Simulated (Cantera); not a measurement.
Input: 1 mol c-C4F8, 0.085 mol HCl, held at 0.133 bar.

Equilibrium computed with Cantera from the NASA thermochemical tables; the gas is ideal and each condensed phase is pure. Candidate condensed phases: C, C6H6, C7H8, C8H18; 118 gas species. The feed counts by its element totals alone. The tables' values for C2F4 are old estimates; treat these amounts as uncertain. Gases not in the tables: C2F6 and larger saturated fluorocarbons. Rates play no part.

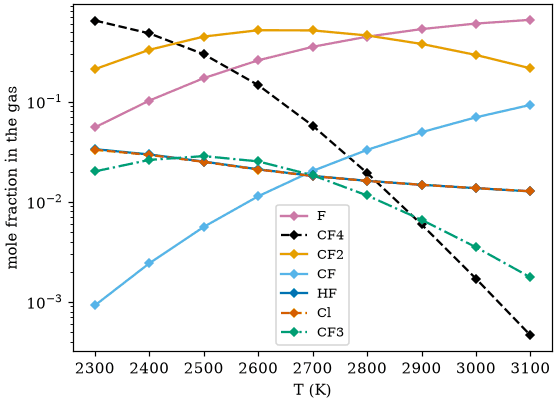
Equilibrium gas composition (values under 1e-9 drawn at 1e-9)

From 2300 K to 3100 K the condensed part is C(graphite). The main C-bearing gas is CF4 at 2300 K and CF2 at 3100 K.
